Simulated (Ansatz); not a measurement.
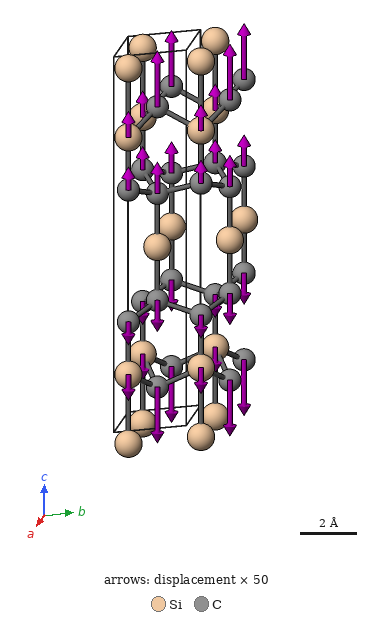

A relaxation of solid Si2C3 (a generated structure, set up in P-6m2) (coarse preliminary run). The starting structure is drawn; purple arrows show the displacements (the part carried along by the change of the cell is left out), 50 times their true length.

The picture is a ball-and-stick view of the cell of the calculation, repeated 2 × 2 × 1 with one cell outlined, seen slightly off an axis.

Theory: Ansatz 0.2.0, DFT PBE, scalar-relativistic, plane waves, PAW.

Input file:
```yaml
crystal:
  lattice:
    - [2.7663867881, 0.0, 0.0]
    - [-1.383193394, 2.3957612352, 0.0]
    - [0.0, 0.0, 14.0373298574]
  atoms:
    - { symbol: Si, position: [0.6666666667, 0.3333333333, 0.815908297] }
    - { symbol: Si, position: [0.6666666667, 0.3333333333, 0.0] }
    - { symbol: Si, position: [0.6666666667, 0.3333333333, 0.184091703] }
    - { symbol: Si, position: [0.3333333333, 0.6666666667, 0.5] }
    - { symbol: C, position: [0.6666666667, 0.3333333333, 0.3242411265] }
    - { symbol: C, position: [0.6666666667, 0.3333333333, 0.6757588735] }
    - { symbol: C, position: [0.3333333333, 0.6666666667, 0.642617779] }
    - { symbol: C, position: [0.3333333333, 0.6666666667, 0.8733638109] }
    - { symbol: C, position: [0.3333333333, 0.6666666667, 0.1266361891] }
    - { symbol: C, position: [0.3333333333, 0.6666666667, 0.357382221] }
basis:
  ecutwfc: 420
kpoints:
  mp_grid: { grid: [6, 6, 2] }
hamiltonian:
  xc: pbe
scf:
  occupations: { method: gaussian, width: 0.1 }
  lower_state_search: "off"
output:
  forces: true
  stress: true
  eigenvalues: true
relax:
  adjacent_minimum: "off"
  f_tol: 0.04
  max_steps: 70
  cell: { stress_tol: 0.4 }
```

Launched with:
```bash
ansatz run input.yaml --threads 1 --pin off --max-ram 2560MiB --backend cpu --events-out ev --progress --plain --runs-dir out
```

### Atoms of which element are displaced furthest, and by how much?

Carbon: up to 0.042 Å, against 0.020 Å for silicon.

### Describe the change and its energy.

The largest moves relative to the cell, 0.042 Å, are those of C8 and C9. C9 goes along −c. By element the largest moves are C 0.042 Å, Si 0.020 Å. Cell: a = b unchanged at 2.766 Å, c 14.037 → 13.959 Å (−0.6 %). Volume −0.6 %. Some distances before and after: Si1–Si2 2.584 → 2.550 Å, Si4–C10 2.002 → 2.015 Å, Si1–C6 1.967 → 1.959 Å, Si1–C8 1.789 → 1.797 Å. The space group stays P-6m2 (No. 187). The energy falls by 1.3 meV per atom in 5 accepted moves (6 points after the start). The largest force component goes from 0.28 to 0.0066 eV/Å. The pressure goes from 0.06 to −0.04 GPa. At 1 point the geometry stayed and the basis and grid were re-selected for the new cell (energy shift of 0.1 meV per atom at most each time). Cost: 39 s on 1 thread of Intel(R) Xeon(R) Processor @ 2.70GHz, with other jobs on the host, peak memory 0.35 GiB.

Limits of the set-up: the k-point mesh is coarse for a cell with partly filled bands.
